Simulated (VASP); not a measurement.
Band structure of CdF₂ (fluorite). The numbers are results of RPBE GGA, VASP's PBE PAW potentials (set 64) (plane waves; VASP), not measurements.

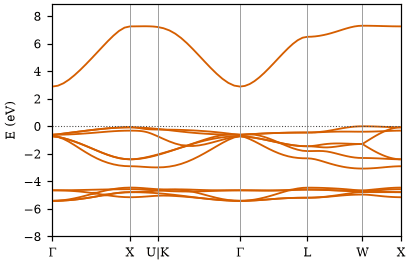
Figure. Bands along high-symmetry lines, zero at the valence-band maximum or, without a gap, the Fermi level

Read the plot: is there a gap, and where are the band edges?

The gap is indirect, 2.89 eV, from the valence maximum at W to the conduction minimum at Γ. (Edges off the drawn lines would not show.)

Measured: gap 7.80 eV (computed value off by -4.91 eV), as given by Giancarlo Cappellini et al., Physical Review B (2013), arXiv:1302.2571.

The compound is CdF2 in the fluorite structure. It was relaxed first, which changed the volume by +11 %.
